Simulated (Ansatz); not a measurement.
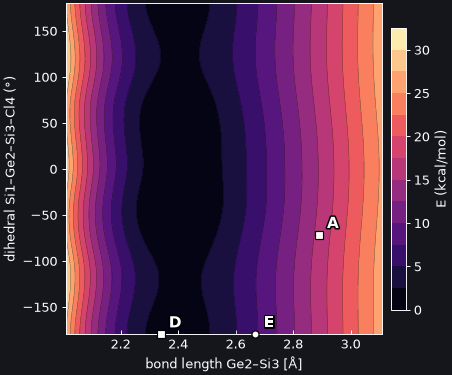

ClGeH7Si2, SMILES [SiH3][GeH2][SiH2]Cl. The first coordinate is: bond length Ge2–Si3; the second: dihedral Si1–Ge2–Si3–Cl4. Nothing is relaxed (all other coordinates rigid). Grid: 11 × 10 points. All energies are given in kcal/mol relative to the relaxed molecule at the same level. Computed with Ansatz 0.2.0, RKS PBE-D4/def2-SVP.

Drawn: filled contours, lettered points. Between grid points the surface is interpolated.

Question: Rank the lettered points by energy, lowest first.

Answer: D (1.4 kcal/mol), E (7.2 kcal/mol), A (15.7 kcal/mol).

Question: What kind of point is each of A, D, E: minimum, saddle, maximum or slope?

Answer: A: on a slope; D: minimum; E: on a slope. (In these two coordinates alone; a stationary point may lie a little off the grid point.)
